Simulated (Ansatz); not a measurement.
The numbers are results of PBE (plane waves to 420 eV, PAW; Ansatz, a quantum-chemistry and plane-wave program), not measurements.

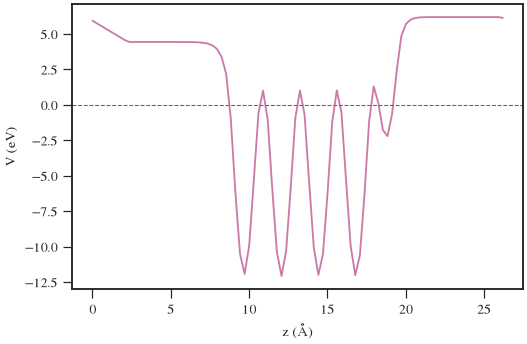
Figure. Planar average of the electrostatic potential across the slab, in eV from the Fermi level, for Cl on the 1x1 (111) surface of fcc Ag, one in a 2x1 cell, started at the site 'hollow Ag-Ag-Ag over Ag at depth 2.4 Å'

Model: 9-atom slab, 7.1 Å thick at the start under the adsorbate (thin: gaps and levels are the slab's own), 6x12x1 mesh, Fermi-Dirac 0.1 eV, dipole correction, 4 atoms held, the rest relaxed; symmetry of the start imposed; no spin, no spin-orbit, no U, no dispersion correction. At the end it is bonded to 3 Ag. In PBE it is, or lies within 0.03 eV of, the lowest of the starts that converged.

Task: The surface cell has an area of 14.90 Å². What dipole along the normal does the step between the two vacuum levels imply?

Result: the top vacuum level lies 1.76 eV above the bottom one; p = −ε₀ A ΔV (ε₀ = 0.005526 e/(V·Å)) gives -0.14 e·Å a cell.
